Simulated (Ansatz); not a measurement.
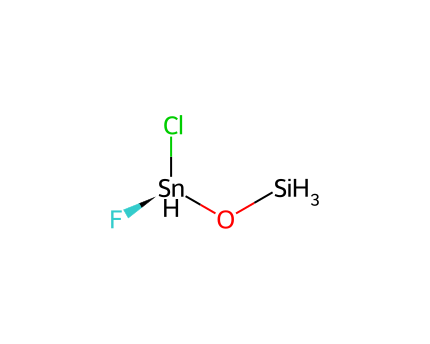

2D structure.

**Write the SMILES.**

[F][Sn@@H]([Cl])[O][SiH3]

**What is the molecular formula?**

ClFH4OSiSn.

**An optimisation with PBE0-D4/def2-TZVP gave a structure of which point group?**

C1.

The parts below concern this one geometry. Atoms keep their numbers from picture to picture. The computed structure is the end point of a PBE0-D4/def2-TZVP optimisation.

### Vibrations

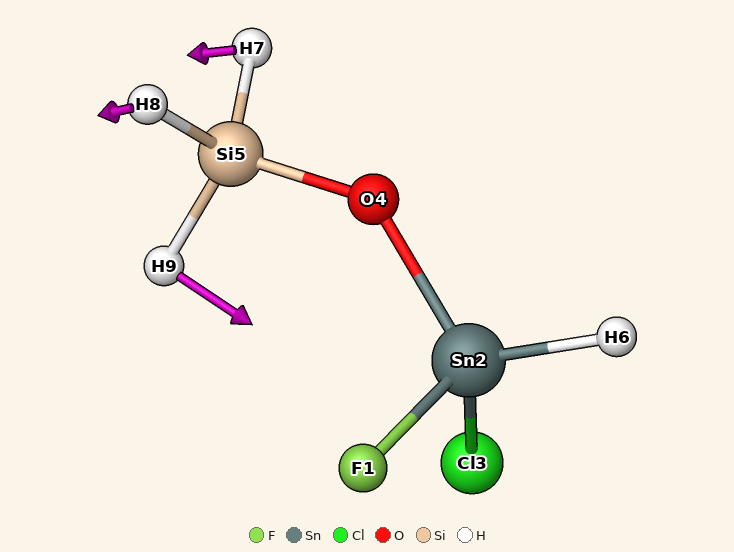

The arrows show one normal mode. Harmonic vibrations computed with RKS PBE0-D4/def2-TZVP, core potentials on Sn (Ansatz 0.2.0) at a stationary point of the same level.

**Describe the motion.**

Mostly H–Si–O bending.

**Estimate its harmonic wavenumber.**

736 cm⁻¹; it is mode 13 of 21 counted from the lowest.

### Charges

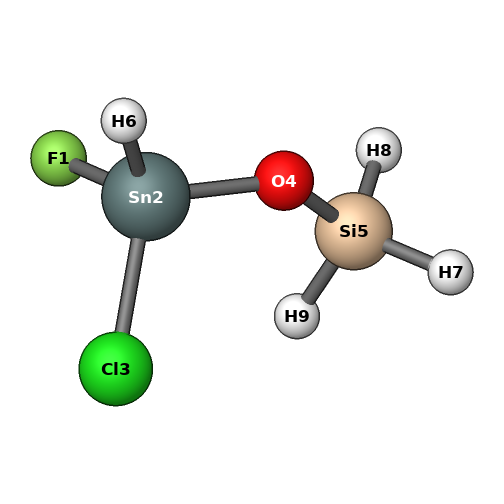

The questions are on Mulliken charges. Properties computed with RKS PBE0-D4/def2-TZVP, core potentials on Sn (Ansatz 0.2.0).

**Which atom carries the highest charge (most positive or least negative)?**

Sn2 (1.16 e).

**And the lowest?**

O4 (−0.58 e).

List the Mulliken charges.

```csv
atom,value (e)
F1,−0.47
Sn2,1.16
Cl3,−0.34
O4,−0.58
Si5,0.31
H6,0.01
H7,−0.03
H8,−0.03
H9,−0.03
```

### Electronic properties

Method: RKS r2SCANh-D4/def2-TZVPP, core potentials on Sn (Ansatz 0.2.0).

**Estimate the HOMO–LUMO gap.**

6.17 eV.

**Estimate the HOMO energy (Kohn–Sham orbital).**

−8.40 eV.

**What is the dispersion correction?**

−6.1 kJ/mol.

Mulliken values depend strongly on the basis set and can even reverse the polarity of a bond.
